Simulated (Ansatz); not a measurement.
## SnH$_{6}$O$_{4}$: nudged elastic band

- system: SnH$_{6}$O$_{4}$
- method: RKS BLYP-D4/def2-SVP (Ansatz 0.2.0)

It belongs to a series of runs on one base structure; here: band between the two ends. Figures and captions count atoms from 1; the log counts them from 0 in places.

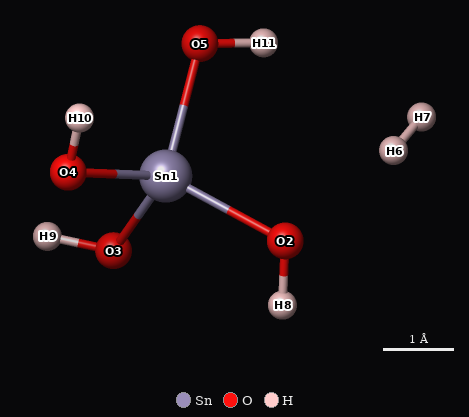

**Figure 1.** The starting structure (ball-and-stick view, seen at a tilt; atoms are numbered from 1 in the order of the input). Sticks mark near contacts. Bond lengths as drawn: H–H 0.77 Å, H–O 0.98 Å and O–Sn 2.01 Å.

Summary

| quantity | value |
| --- | --- |
| outcome | converged |
| barrier, forward | 1.070 eV |
| barrier, backward | 1.429 eV |
| hardware | 2 threads of Intel Xeon (Sapphire Rapids), 16 GiB of memory available, shared host |
| wall time | 3.8 min (CPU time 7.3 min) |
| peak memory | 0.18 GiB |

The order of the saddle point was not checked.

Input
```yaml
crystal:
  periodic: [false, false, false]
  atoms:
    - { symbol: Sn, position_ang: [-0.559724, -0.404287, -0.014584] }
    - { symbol: O, position_ang: [0.848971, -0.123674, 1.397748] }
    - { symbol: O, position_ang: [0.081648, -1.995433, -1.055441] }
    - { symbol: O, position_ang: [-2.403204, -0.840839, 0.645518] }
    - { symbol: O, position_ang: [-0.711776, 1.337182, -0.999671] }
    - { symbol: H, position_ang: [2.211809, 1.53061, 0.320701] }
    - { symbol: H, position_ang: [2.569252, 2.054531, -0.11576] }
    - { symbol: H, position_ang: [1.341166, -0.962065, 1.529043] }
    - { symbol: H, position_ang: [-0.664875, -2.372128, -1.56732] }
    - { symbol: H, position_ang: [-2.877899, -0.001863, 0.826952] }
    - { symbol: H, position_ang: [0.164433, 1.778067, -0.967084] }
basis:
  gaussian: { orbitals: def2-SVP }
hamiltonian:
  xc: blyp
  dispersion: d4
neb:
  order_check: false
  images: 5
  f_tol: 0.05
  max_iterations: 60
  final_atoms:
    - { symbol: Sn, position_ang: [0.32941371, -0.18530803, -0.44396573] }
    - { symbol: O, position_ang: [0.79192568, 1.2512903, 1.5829464] }
    - { symbol: O, position_ang: [-0.35728519, -1.51593906, -1.8229475] }
    - { symbol: O, position_ang: [-0.6765005, -0.79862855, 1.23375116] }
    - { symbol: O, position_ang: [-0.40433382, 1.56070444, -1.14146673] }
    - { symbol: H, position_ang: [1.60204226, 0.95670711, 2.04702857] }
    - { symbol: H, position_ang: [2.02381344, -0.50073338, -0.43132665] }
    - { symbol: H, position_ang: [0.06948853, 0.70213433, 1.98885175] }
    - { symbol: H, position_ang: [-1.31970042, -1.40111862, -1.96022211] }
    - { symbol: H, position_ang: [-1.36857015, -1.45165856, 1.00949866] }
    - { symbol: H, position_ang: [-0.69049254, 1.38265103, -2.06204581] }
  initial_path:
    images:
      - { positions_ang: [[-0.559724, -0.404287, -0.014584], [0.848971, -0.123674, 1.397748], [0.081648, -1.995433, -1.055441], [-2.403204, -0.840839, 0.645518], [-0.711776, 1.337182, -0.999671], [2.211809, 1.53061, 0.320701], [2.569252, 2.054531, -0.11576], [1.341166, -0.962065, 1.529043], [-0.664875, -2.372128, -1.56732], [-2.877899, -0.001863, 0.826952], [0.164433, 1.778067, -0.967084]] }
      - { positions_ang: [[-0.44407528, -0.30272644, -0.11802228], [0.93391628, -0.01676995, 1.48396315], [0.077598, -1.79409031, -1.30656649], [-2.17742314, -0.87181935, 0.63415996], [-0.80943466, 1.43270643, -0.97889802], [2.1353352, 1.16147586, 0.46526213], [2.3670532, 1.51697564, -0.15308323], [1.27473919, -0.58738906, 1.89158954], [-0.61035694, -2.30104802, -1.62282104], [-2.66861622, -0.0962322, 0.91226719], [-0.07893463, 1.85901841, -1.20774892]] }
      - { positions_ang: [[-0.32842656, -0.20116587, -0.22146057], [1.01886156, 0.0901341, 1.5701783], [0.07354801, -1.59274761, -1.55769198], [-1.95164227, -0.90279969, 0.62280193], [-0.90709332, 1.52823085, -0.95812503], [2.05886139, 0.79234171, 0.60982327], [2.16485439, 0.97942028, -0.19040647], [1.20831238, -0.21271312, 2.25413607], [-0.55583888, -2.22996805, -1.67832207], [-2.45933343, -0.19060141, 0.99758239], [-0.32230225, 1.93996981, -1.44841384]] }
      - { positions_ang: [[-0.21277785, -0.09960531, -0.32489885], [1.10380684, 0.19703815, 1.65639344], [0.06949801, -1.39140492, -1.80881747], [-1.72586141, -0.93378004, 0.61144389], [-1.00475198, 1.62375528, -0.93735205], [1.98238759, 0.42320757, 0.7543844], [1.96265559, 0.44186492, -0.2277297], [1.14188556, 0.16196282, 2.61668261], [-0.50132083, -2.15888807, -1.73382311], [-2.25005065, -0.28497061, 1.08289758], [-0.56566988, 2.02092122, -1.68907875]] }
      - { positions_ang: [[-0.03204733, -0.12817288, -0.36458781], [0.99984645, 0.54845553, 1.6319111], [-0.07276306, -1.4329163, -1.81352748], [-1.37607444, -0.88872954, 0.81887965], [-0.80461259, 1.60273833, -1.00539028], [1.85560581, 0.60104075, 1.18526579], [1.98304154, 0.12766549, -0.29559535], [0.78441989, 0.34201999, 2.40740566], [-0.77411403, -1.90629826, -1.80928944], [-1.95622382, -0.6738666, 1.05843128], [-0.60727744, 1.80816449, -1.81340111]] }
      - { positions_ang: [[0.14868319, -0.15674046, -0.40427677], [0.89588607, 0.89987292, 1.60742875], [-0.21502412, -1.47442768, -1.81823749], [-1.02628747, -0.84367905, 1.02631541], [-0.60447321, 1.58172138, -1.07342851], [1.72882404, 0.77887393, 1.61614718], [2.00342749, -0.18653394, -0.363461], [0.42695421, 0.52207716, 2.1981287], [-1.04690722, -1.65370844, -1.88475578], [-1.66239698, -1.06276258, 1.03396497], [-0.64888499, 1.59540776, -1.93772346]] }
      - { positions_ang: [[0.32941371, -0.18530803, -0.44396573], [0.79192568, 1.2512903, 1.5829464], [-0.35728519, -1.51593906, -1.8229475], [-0.6765005, -0.79862855, 1.23375116], [-0.40433382, 1.56070444, -1.14146673], [1.60204226, 0.95670711, 2.04702857], [2.02381344, -0.50073338, -0.43132665], [0.06948853, 0.70213433, 1.98885175], [-1.31970042, -1.40111862, -1.96022211], [-1.36857015, -1.45165856, 1.00949866], [-0.69049254, 1.38265103, -2.06204581]] }
```

Run as:
```bash
ansatz run input.yaml --threads 2 --pin off --max-ram 3072MiB --backend cpu --events-out ev --progress --plain --runs-dir out
```

Log
```
Engine: ansatz 0.2.0, x86_64-unknown-linux-gnu
Functional definition: BLYP
  parameter beta = 0.0042
  parameter a = 0.04918
  parameter b = 0.132
  parameter c = 0.2533
  parameter d = 0.349
  exchange = b88_x(beta = beta)
  correlation = lyp_c(a = a, b = b, c = c, d = d)
1211 factors; their error is unknown
mean field evaluation 1: about -14084.9421 eV, gradient 1.1e2 eV
mean field evaluation 2: about -13979.1758 eV, gradient 2.4e2 eV
mean field evaluation 4: about -14107.9837 eV, gradient 1.2e1 eV
mean field evaluation 8: about -14108.2538 eV, gradient 9.3e-2 eV
mean field evaluation 16: about -14108.2538 eV, gradient 4.6e-5 eV
mean field -14108.25380164 eV, -518.4687642923 hartree, gradient 4.6e-5 eV, S^2 0.000000; 0 other end points of the search recorded, 0 dependent functions left out
the calculation of the forces begins
reference -14108.25416650 eV, -518.4687777009 hartree; 30, 30 occupied and 82, 82 virtual orbitals, 1211 factors
1211 factors; their error is unknown
mean field evaluation 32: about -14108.5943 eV, gradient 2.3e-5 eV
mean field -14108.59431740 eV, -518.4812780156 hartree, gradient 2.3e-5 eV, S^2 0.000000; 0 other end points of the search recorded, 0 dependent functions left out
[... from here on the field's lines of each further geometry are left out, up to the last ...]
NEB iter   1: max|band force component| = 4.781e1 eV/Å  barrier→ = 8.2268 eV  barrier← = 8.5859 eV  Δτ_max = 0.2000 Å  (201 SCF iters)
NEB iter   2: max|band force component| = 1.818e0 eV/Å  barrier→ = 1.2628 eV  barrier← = 1.6219 eV  Δτ_max = 0.1994 Å  (176 SCF iters)
NEB iter   3: max|band force component| = 1.417e0 eV/Å  barrier→ = 1.2084 eV  barrier← = 1.5675 eV  Δτ_max = 0.2000 Å  (160 SCF iters)
NEB iter   4: max|band force component| = 1.939e0 eV/Å  barrier→ = 1.1665 eV  barrier← = 1.5256 eV  Δτ_max = 0.1026 Å  (168 SCF iters)
NEB iter   5: max|band force component| = 4.174e-1 eV/Å  barrier→ = 1.1415 eV  barrier← = 1.5006 eV  CI = image 3  Δτ_max = 0.1754 Å  (154 SCF iters)
NEB iter   6: max|band force component| = 3.240e-1 eV/Å  barrier→ = 1.1152 eV  barrier← = 1.4743 eV  CI = image 3  Δτ_max = 0.1953 Å  (156 SCF iters)
NEB iter   7: max|band force component| = 1.362e0 eV/Å  barrier→ = 1.0971 eV  barrier← = 1.4562 eV  CI = image 3  Δτ_max = 0.1003 Å  (156 SCF iters)
NEB iter   8: max|band force component| = 2.421e-1 eV/Å  barrier→ = 1.0898 eV  barrier← = 1.4489 eV  CI = image 3  Δτ_max = 0.1670 Å  (150 SCF iters)
NEB iter   9: max|band force component| = 3.044e-1 eV/Å  barrier→ = 1.0790 eV  barrier← = 1.4381 eV  CI = image 3  Δτ_max = 0.0837 Å  (152 SCF iters)
NEB iter  10: max|band force component| = 1.173e-1 eV/Å  barrier→ = 1.0744 eV  barrier← = 1.4335 eV  CI = image 3  Δτ_max = 0.1635 Å  (153 SCF iters)
NEB iter  11: max|band force component| = 1.542e-1 eV/Å  barrier→ = 1.0716 eV  barrier← = 1.4307 eV  CI = image 3  Δτ_max = 0.0834 Å  (151 SCF iters)
NEB iter  12: max|band force component| = 1.032e-1 eV/Å  barrier→ = 1.0706 eV  barrier← = 1.4297 eV  CI = image 3  Δτ_max = 0.0845 Å  (152 SCF iters)
NEB iter  13: max|band force component| = 3.169e-1 eV/Å  barrier→ = 1.0701 eV  barrier← = 1.4292 eV  CI = image 3  Δτ_max = 0.0422 Å  (154 SCF iters)
NEB iter  14: max|band force component| = 1.167e-1 eV/Å  barrier→ = 1.0700 eV  barrier← = 1.4291 eV  CI = image 3  Δτ_max = 0.0835 Å  (148 SCF iters)
NEB iter  15: max|band force component| = 1.138e-1 eV/Å  barrier→ = 1.0699 eV  barrier← = 1.4290 eV  CI = image 3  Δτ_max = 0.0836 Å  (148 SCF iters)
NEB iter  16: max|band force component| = 1.341e-1 eV/Å  barrier→ = 1.0699 eV  barrier← = 1.4290 eV  CI = image 3  Δτ_max = 0.0420 Å  (140 SCF iters)
NEB iter  17: max|band force component| = 1.273e-1 eV/Å  barrier→ = 1.0699 eV  barrier← = 1.4290 eV  CI = image 3  Δτ_max = 0.0419 Å  (133 SCF iters)
NEB iter  18: max|band force component| = 5.564e-2 eV/Å  barrier→ = 1.0699 eV  barrier← = 1.4290 eV  CI = image 3  Δτ_max = 0.0788 Å  (133 SCF iters)
the calculation of the forces begins
reference -14108.50060955 eV, -518.4778343156 hartree; 30, 30 occupied and 82, 82 virtual orbitals, 1211 factors
1211 factors; their error is unknown
mean field -14107.14941886 eV, -518.4281789738 hartree, gradient 2.2e-5 eV, S^2 0.000000; 1 other end points of the search recorded, 0 dependent functions left out
the calculation of the forces begins
reference -14107.14978026 eV, -518.4281922549 hartree; 30, 30 occupied and 82, 82 virtual orbitals, 1211 factors
NEB iter  19: max|band force component| = 4.810e-2 eV/Å  barrier→ = 1.0699 eV  barrier← = 1.4289 eV  CI = image 3  Δτ_max = 0.0000 Å  (283 SCF iters)
```

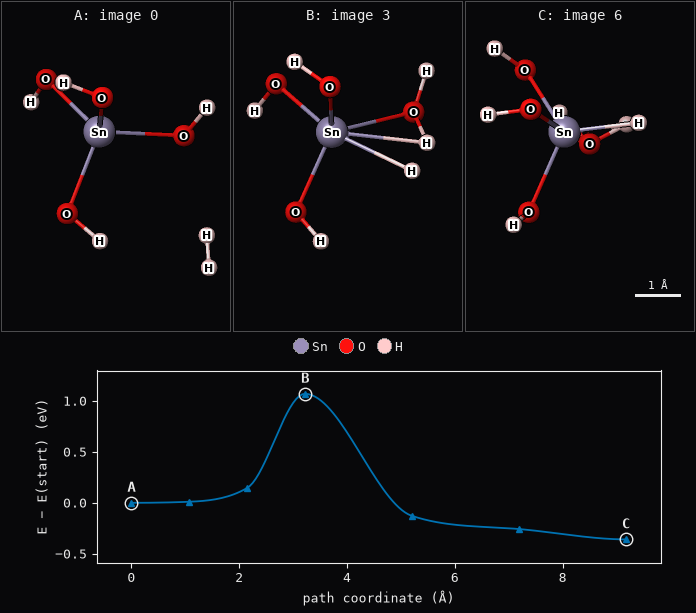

**Figure 2.** Images of the last band (counted from 0; ball-and-stick, seen at a tilt) above the energy along the path; the line is a cubic interpolation that uses the forces. The highest image is number 3, 1.070 eV above the start and 1.429 eV above the end (the climbing image); the end lies 0.359 eV below the start. The path is 9.17 Å long. The band converged in 19 iterations.

```
Total energy: -14107.60464429 eV, -518.4449081997 hartree
Atom 0 at    -0.217357    -0.024127    -0.205693 Å, force     0.003915    -0.003339    -0.001341 eV/Å
Atom 1 at     1.068896     0.219826     1.547567 Å, force     0.008229     0.004167    -0.010494 eV/Å
Atom 2 at     0.416890    -1.609062    -1.264540 Å, force     0.000315    -0.001212     0.000002 eV/Å
Atom 3 at    -1.830159    -0.804863     0.710287 Å, force     0.001510     0.002518    -0.001622 eV/Å
Atom 4 at    -1.057764     1.633556    -0.981142 Å, force    -0.002136     0.001524     0.001620 eV/Å
Atom 5 at     1.749348     0.546039     0.554328 Å, force    -0.008156    -0.007239     0.009904 eV/Å
Atom 6 at     1.743831     0.800792    -0.461672 Å, force    -0.002521     0.003544     0.001673 eV/Å
Atom 7 at     1.324882    -0.597847     2.031017 Å, force    -0.000343     0.001882     0.000566 eV/Å
Atom 8 at    -0.340724    -2.231831    -1.312346 Å, force    -0.001833    -0.001358    -0.000121 eV/Å
Atom 9 at    -2.504920    -0.098177     0.789520 Å, force    -0.000916    -0.001629     0.000848 eV/Å
Atom 10 at    -0.353121     2.165794    -1.407224 Å, force     0.001934     0.001141    -0.001036 eV/Å
Dipole moment:     0.088454    -0.010561     0.153868 e Å
this run last wrote the band of iteration 19 to [file]
```

The last band as extended XYZ (Å, eV, eV/Å)
```
11
Properties=species:S:1:pos:R:3:forces:R:3 image=0 energy=-14108.67414
Sn   -0.5597   -0.4043   -0.0146   -0.0016  -0.0119   0.0014
O     0.8490   -0.1237    1.3977    0.0002  -0.0010  -0.0027
O     0.0816   -1.9954   -1.0554   -0.0007   0.0005  -0.0025
O    -2.4032   -0.8408    0.6455   -0.0028   0.0066   0.0027
O    -0.7118    1.3372   -0.9997    0.0097  -0.0003   0.0059
H     2.2118    1.5306    0.3207   -0.0002  -0.0028   0.0014
H     2.5693    2.0545   -0.1158    0.0001   0.0015  -0.0004
H     1.3412   -0.9621    1.5290   -0.0054   0.0079  -0.0047
H    -0.6649   -2.3721   -1.5673    0.0024   0.0026   0.0028
H    -2.8779   -0.0019    0.8270    0.0015  -0.0049  -0.0008
H     0.1644    1.7781   -0.9671   -0.0031   0.0016  -0.0031
11
Properties=species:S:1:pos:R:3:forces:R:3 image=1 energy=-14108.66360
Sn   -0.5614   -0.2946    0.0487   -0.0042  -0.0037   0.0004
O     0.7306    0.0644    1.5524   -0.0013  -0.0023  -0.0027
O     0.2820   -1.7640   -1.0264   -0.0044  -0.0067   0.0044
O    -2.3784   -0.9443    0.5967   -0.0062  -0.0002  -0.0001
O    -0.8593    1.4593   -0.8782    0.0017  -0.0036  -0.0022
H     2.2774    1.1905    0.1167    0.0050   0.0095  -0.0012
H     2.6364    1.4861   -0.4965    0.0112   0.0126   0.0013
H     1.2209   -0.7614    1.7517    0.0020  -0.0001  -0.0053
H    -0.4095   -2.2037   -1.5647   -0.0035  -0.0026  -0.0017
H    -2.9354   -0.1687    0.8200   -0.0047   0.0009   0.0010
H    -0.0035    1.9365   -0.9203    0.0043  -0.0038   0.0062
11
Properties=species:S:1:pos:R:3:forces:R:3 image=2 energy=-14108.52814
Sn   -0.3906   -0.1442    0.0430   -0.0617  -0.0449   0.0856
O     0.8033    0.2057    1.6416   -0.0840   0.0011   0.0311
O     0.4327   -1.5518   -1.1334    0.0023   0.0195   0.0485
O    -2.1347   -0.9054    0.6634   -0.1004  -0.0367  -0.0065
O    -0.9323    1.5663   -0.8556    0.0357  -0.0271   0.0449
H     2.0815    0.8094    0.1194    0.1171   0.0965  -0.1623
H     2.1980    0.9551   -0.6318    0.1550   0.0551  -0.0677
H     1.1438   -0.6486    1.9843   -0.0546  -0.0100  -0.0214
H    -0.2904   -2.1635   -1.3922    0.0155   0.0193  -0.0217
H    -2.7429   -0.1528    0.8188   -0.0796  -0.0215   0.0218
H    -0.1687    2.0297   -1.2574    0.0547  -0.0513   0.0477
11
Properties=species:S:1:pos:R:3:forces:R:3 image=3 energy=-14107.60428
Sn   -0.2174   -0.0241   -0.2057    0.0039  -0.0033  -0.0013
O     1.0689    0.2198    1.5476    0.0082   0.0042  -0.0105
O     0.4169   -1.6091   -1.2645    0.0003  -0.0012   0.0000
O    -1.8302   -0.8049    0.7103    0.0015   0.0025  -0.0016
O    -1.0578    1.6336   -0.9811   -0.0021   0.0015   0.0016
H     1.7493    0.5460    0.5543   -0.0082  -0.0072   0.0099
H     1.7438    0.8008   -0.4617   -0.0025   0.0035   0.0017
H     1.3249   -0.5978    2.0310   -0.0003   0.0019   0.0006
H    -0.3407   -2.2318   -1.3123   -0.0018  -0.0014  -0.0001
H    -2.5049   -0.0982    0.7895   -0.0009  -0.0016   0.0008
H    -0.3531    2.1658   -1.4072    0.0019   0.0011  -0.0010
11
Properties=species:S:1:pos:R:3:forces:R:3 image=4 energy=-14108.80235
Sn    0.0498    0.1523   -0.5394    0.0386   0.0217  -0.0159
O     1.1936    0.2841    1.6720    0.0253  -0.0108   0.0215
O     0.3605   -1.6472   -1.4002   -0.0159   0.0098  -0.0375
O    -1.2329   -0.5325    0.9090    0.0836   0.0580   0.0060
O    -1.2930    1.4671   -1.3037   -0.0373  -0.0257  -0.0239
H     2.0209   -0.2236    1.5569    0.0528  -0.1254   0.1642
H     1.5937    0.8795   -0.8755   -0.0186   0.0292  -0.0670
H     0.5360   -0.3177    2.0929   -0.1145   0.0326  -0.0225
H    -0.4049   -2.2171   -1.1759    0.0011   0.0050  -0.0048
H    -2.0460    0.0146    0.8580    0.0694  -0.0061   0.0224
H    -0.7780    2.1408   -1.7940   -0.0846   0.0117  -0.0426
11
Properties=species:S:1:pos:R:3:forces:R:3 image=5 energy=-14108.93135
Sn    0.2353   -0.0973   -0.5751   -0.0087   0.0091  -0.0365
O     1.0300    0.9001    1.7881   -0.0048   0.0123   0.0053
O    -0.0642   -1.6307   -1.8603   -0.0202   0.0047  -0.0048
O    -0.8521   -0.7532    1.0463   -0.0024  -0.0005  -0.0026
O    -0.9521    1.4633   -1.0594    0.0537  -0.0325  -0.0217
H     1.8039    0.3874    2.0989   -0.0174   0.0137   0.0049
H     1.9368    0.0896   -0.7721   -0.0020  -0.0215   0.0081
H     0.2506    0.3102    1.9926    0.0019   0.0171   0.0138
H    -0.9066   -2.0794   -1.6398    0.0007   0.0094  -0.0142
H    -1.7441   -0.3538    0.9482    0.0221  -0.0204   0.0175
H    -0.7376    1.7638   -1.9672   -0.0229   0.0085   0.0303
11
Properties=species:S:1:pos:R:3:forces:R:3 image=6 energy=-14109.03322
Sn    0.3294   -0.1853   -0.4440    0.0056  -0.0148   0.0034
O     0.7919    1.2513    1.5829   -0.0092   0.0127  -0.0007
O    -0.3573   -1.5159   -1.8229    0.0023   0.0029   0.0011
O    -0.6765   -0.7986    1.2338   -0.0041   0.0053  -0.0051
O    -0.4043    1.5607   -1.1415    0.0150   0.0025   0.0268
H     1.6020    0.9567    2.0470   -0.0153  -0.0080  -0.0094
H     2.0238   -0.5007   -0.4313   -0.0079   0.0021  -0.0099
H     0.0695    0.7021    1.9889    0.0125  -0.0016   0.0076
H    -1.3197   -1.4011   -1.9602    0.0031   0.0009  -0.0015
H    -1.3686   -1.4517    1.0095    0.0049   0.0045   0.0029
H    -0.6905    1.3827   -2.0620   -0.0068  -0.0066  -0.0151
```
